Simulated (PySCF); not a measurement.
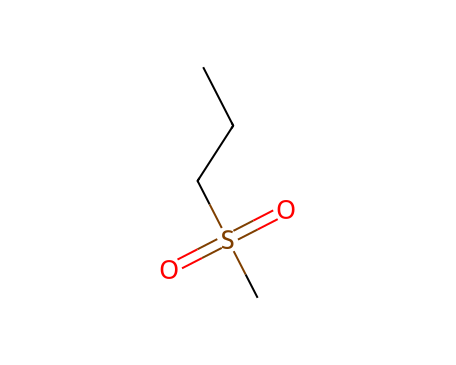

A structural formula.

> Write the SMILES.

CCCS(C)(=O)=O

> What is the molecular formula?

C4H10O2S.

> An optimisation with PBE0-D3(BJ)/def2-TZVP gave a structure of which point group?

C1. Other conformers may differ.

More results for the same structure follow; atom numbers are the same in all pictures, views and colours differ. The geometry was computed by an optimisation with PBE0-D3(BJ)/def2-TZVP. No frequency run is at hand to confirm it as a minimum.

Electronic properties

No frequency run is at hand to confirm it as a minimum. Level of theory: ωB97X-D/pcSseg-2, gas phase (PySCF 2.14.0).

> Estimate the dipole moment.

4.47 D.

> Give the HOMO energy (Kohn–Sham orbital) at this level.

−10.14 eV.

> Estimate the LUMO energy (Kohn–Sham orbital).

1.87 eV.

Quadrupole coupling

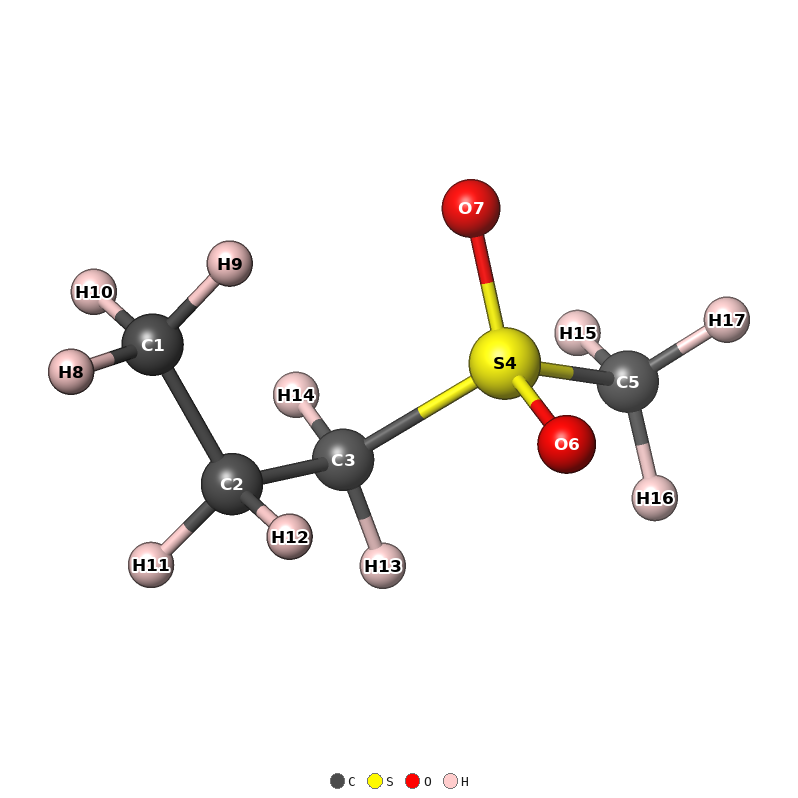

No frequency run is at hand to confirm it as a minimum. Electric field gradients from the ground-state density, PBE0/pcSseg-2 (PySCF 2.14.0), non-relativistic apart from any core potentials.

Give the largest field-gradient component, the quadrupole coupling constant and the asymmetry for 33S at S4 (Q = −67.81 mb), 17O at O6 (Q = −25.6 mb), 17O at O7 (Q = −25.6 mb), 2H at H8 (Q = 2.86 mb), 2H at H9 (Q = 2.86 mb).

| atom | V_zz (a.u.) | e²qQ/h (MHz) | η |
| --- | --- | --- | --- |
| S4 | −0.162 | 2.58 | 0.96 |
| O6 | 1.222 | −7.35 | 0.08 |
| O7 | 1.238 | −7.45 | 0.11 |
| H8 | 0.287 | 0.193 | 0.03 |
| H9 | 0.281 | 0.189 | 0.04 |

Charges

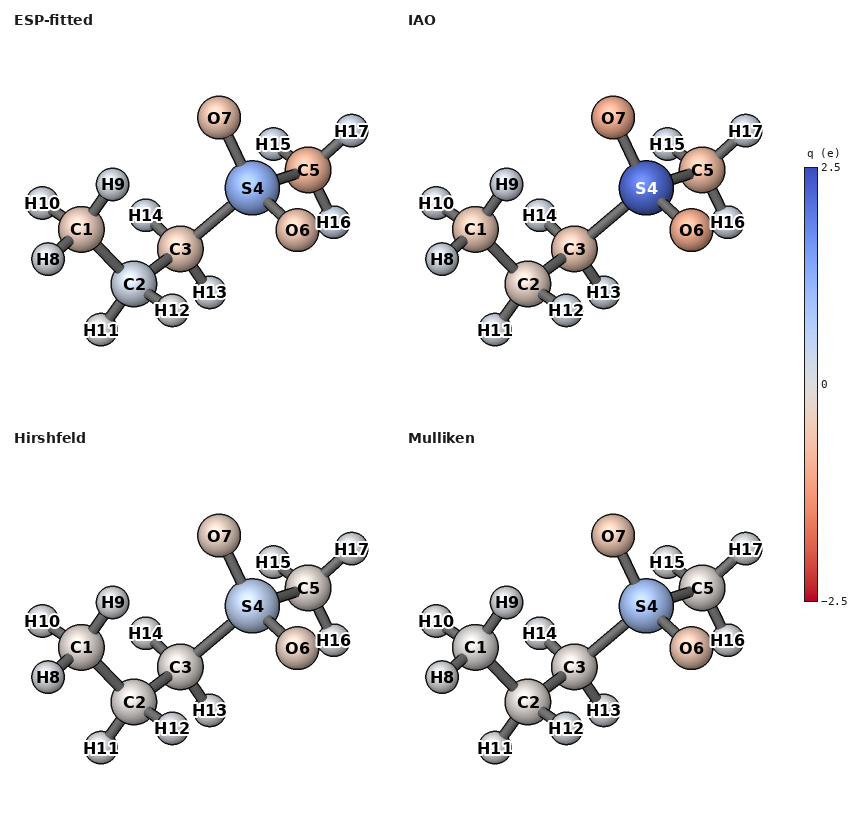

Atomic charges of one calculation by 4 schemes, on one colour scale. No frequency run is at hand to confirm it as a minimum. Computed with PBE0/pcSseg-2 (PySCF 2.14.0).

> Which scheme gives the most polar picture (largest mean size of the charges)?

The IAO charges are the largest in size here, and the Hirshfeld charges the smallest.

> On which atom do the schemes disagree most?

On S4 (from 0.49 to 2.08 e).

List the charges (e), one line for each set of equivalent atoms.

| atom | ESP-fitted | IAO | Hirshfeld | Mulliken |
| --- | --- | --- | --- | --- |
| C1 | −0.38 | −0.44 | −0.13 | −0.04 |
| C2 | 0.22 | −0.26 | −0.07 | −0.10 |
| C3 | −0.42 | −0.49 | −0.08 | −0.12 |
| S4 | 1.08 | 2.08 | 0.49 | 0.82 |
| C5 | −0.80 | −0.67 | −0.13 | −0.09 |
| O6 | −0.53 | −0.93 | −0.31 | −0.49 |
| O7 | −0.54 | −0.93 | −0.31 | −0.50 |
| H8 | 0.09 | 0.15 | 0.05 | 0.03 |
| H9 | 0.13 | 0.16 | 0.04 | 0.06 |
| H10 | 0.10 | 0.14 | 0.04 | 0.01 |
| H11 | 0.01 | 0.15 | 0.05 | 0.04 |
| H12 | 0.01 | 0.16 | 0.05 | 0.06 |
| H13 | 0.13 | 0.16 | 0.06 | 0.06 |
| H14 | 0.16 | 0.16 | 0.06 | 0.06 |
| H15 | 0.23 | 0.18 | 0.06 | 0.05 |
| H16 | 0.24 | 0.18 | 0.06 | 0.06 |
| H17 | 0.27 | 0.19 | 0.07 | 0.07 |

Bond orders

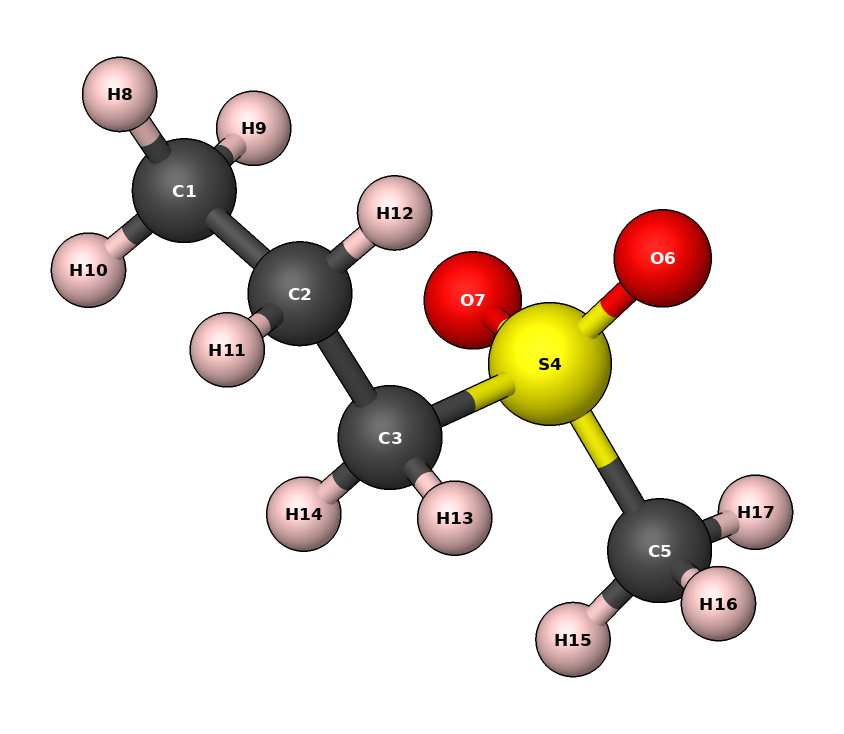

Every bond is drawn as one stick. No frequency run is at hand to confirm it as a minimum. Method: PBE0/pcSseg-2 (PySCF 2.14.0).

List the Mayer bond orders of C1–C2, C2–C3, C3–S4, S4–C5, S4–O6, S4–O7 (bonds between heavy atoms, one of each equivalent set).

| bond | Mayer order | length (Å) |
| --- | --- | --- |
| C1–C2 | 0.98 | 1.519 |
| C2–C3 | 0.96 | 1.523 |
| C3–S4 | 0.88 | 1.786 |
| S4–C5 | 0.88 | 1.772 |
| S4–O6 | 1.78 | 1.439 |
| S4–O7 | 1.79 | 1.439 |

Mulliken values depend strongly on the basis set and can even reverse the polarity of a bond.
